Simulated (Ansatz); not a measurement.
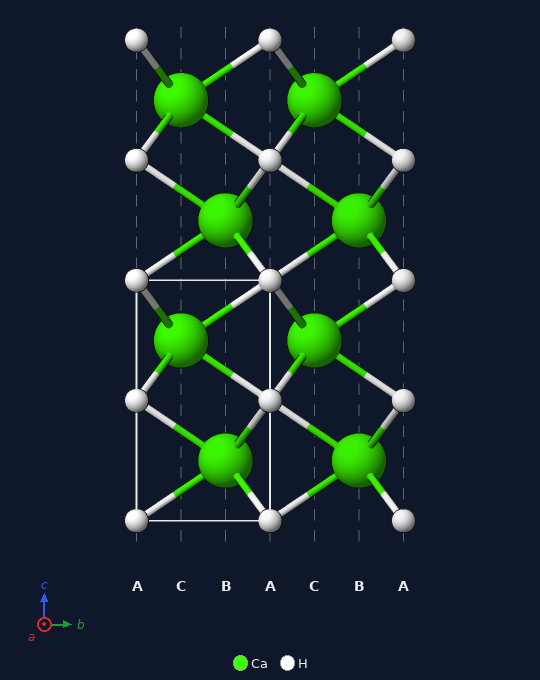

Projection along an edge of the hexagonal mesh, stacking direction c upwards. The dashed lines mark the three columns A (0, 0), B (1/3, 2/3) and C (2/3, 1/3). The sequence starts with the first layer at or above the cell's origin.

CaH. Coordinates: coordinates from a relaxation with Ansatz, DFT PBE, scalar-relativistic, plane waves, PAW; the starting structure was generated, so it need not be a known form of this composition.

### Give the sequence of layers in one repeat, with element and column.

H(A) – Ca(B) – H(A) – Ca(C) (four layers in 5.80 Å).

### How are the H layers alone stacked?

H layers alone: AA, a sequence in which some neighbouring layers lie directly above each other.

### Which positions between or in the H layers do the other atoms fill?

Ca: two trigonal-prismatic sites in each hexagonal cell.
